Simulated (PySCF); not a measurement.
Input

```
{"job": {"kind": "uv", "xc": "CAM-B3LYP", "basis": "def2-SVPD", "nstates": 8, "ntriplets": 3}, "charge": 0, "multiplicity": 1}
C     -1.414590    -1.202525    -0.718540
C     -0.693840    -0.056011    -0.072737
C     -1.568435     1.047023     0.454040
C      0.621387    -0.021808     0.024432
C      1.676056     0.903243     0.574554
Si     2.325224    -0.694792    -0.224358
H     -2.005069    -0.851148    -1.564613
H     -0.706278    -1.948805    -1.069315
H     -2.097672    -1.669147    -0.008812
H     -2.163448     1.475906    -0.352091
H     -2.256215     0.658177     1.204729
H     -0.966379     1.832243     0.902424
H      1.685400     1.029142     1.650937
H      1.782404     1.857374     0.071664
H      2.954022    -0.602518    -1.532404
H      2.819834    -1.747410     0.648678
```

Launched as:

```sh
OMP_NUM_THREADS=1 python probes_run.py task.json out
```

Geometry: GFN2-xTB.

Computed with CAM-B3LYP/def2-SVPD, SCF density, gas phase in PySCF 2.14.0.

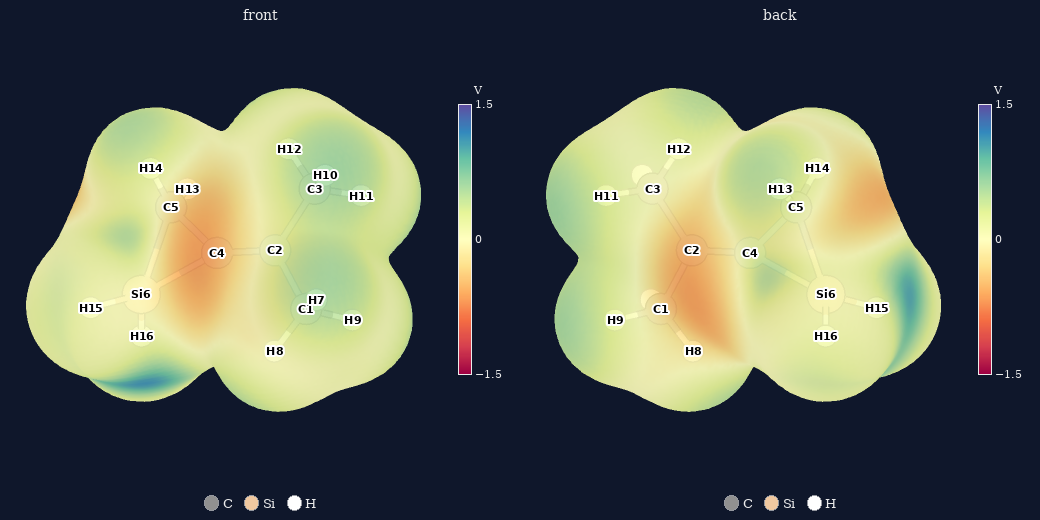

C$_{5}$H$_{10}$Si (SMILES CC(C)=C1C[SiH2]1). The molecular electrostatic potential painted on the density surface at 0.002 e/bohr³, seen from the front and from behind; red is negative and blue positive.

Question: Where is the surface potential most negative and most positive?

Answer: The most negative region (about −0.7 V) lies over the π face of C2 and C4, the most positive (about +1.1 V) over Si6.

Question: What dipole moment does the calculation give?

Answer: Its dipole moment is 0.41 D.
